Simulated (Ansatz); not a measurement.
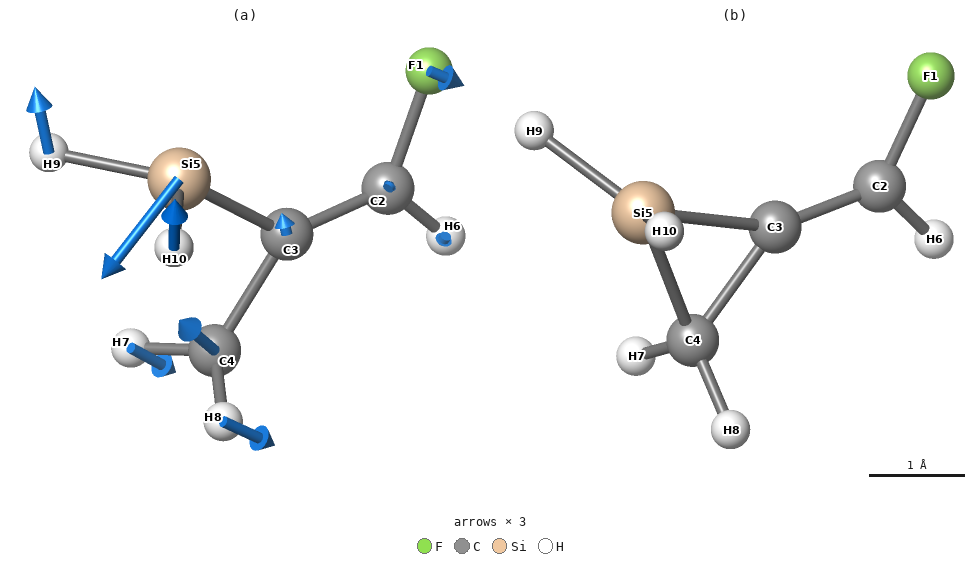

The structure of C₃H₅FSi before (left) and after (right) a relaxation, at one scale. The blue arrows give the displacements, magnified 3 times.

A ball-and-stick model, seen at a tilt.

The run prepares an end point of a later path (hydrogen shift) calculation, from a guessed geometry.

Method: UKS LDA/def2-SVP (Ansatz). Settings: collinear spin; force threshold 0.02 eV/Å; at most 50 steps.

Q: Describe what moved and what it gained.

A: The atom that moves furthest after the best rigid fit is Si5 (0.45 Å). Largest moves by element: Si 0.45 Å, C 0.27 Å, H 0.26 Å, F 0.15 Å. Among the contacts that change: C4–Si5 2.315 → 1.883 Å, C3–Si5 1.723 → 1.819 Å, C4–H7 1.038 → 1.110 Å, F1–C2 1.363 → 1.324 Å. New bonds form: C4–Si5 (2.31 → 1.88 Å). Bond angles that change, for instance: C4–C3–Si5 92.4° → 68.5°, C2–C3–Si5 134.4° → 153.4°, H9–Si5–H10 108.1° → 115.7°. Over 8 accepted moves (9 points after the start) the energy falls by 127.4 kJ/mol. Largest force component: 2.9 eV/Å at the start, 0.011 eV/Å at the end. The line search rejected the trial step at point 5 of the run.
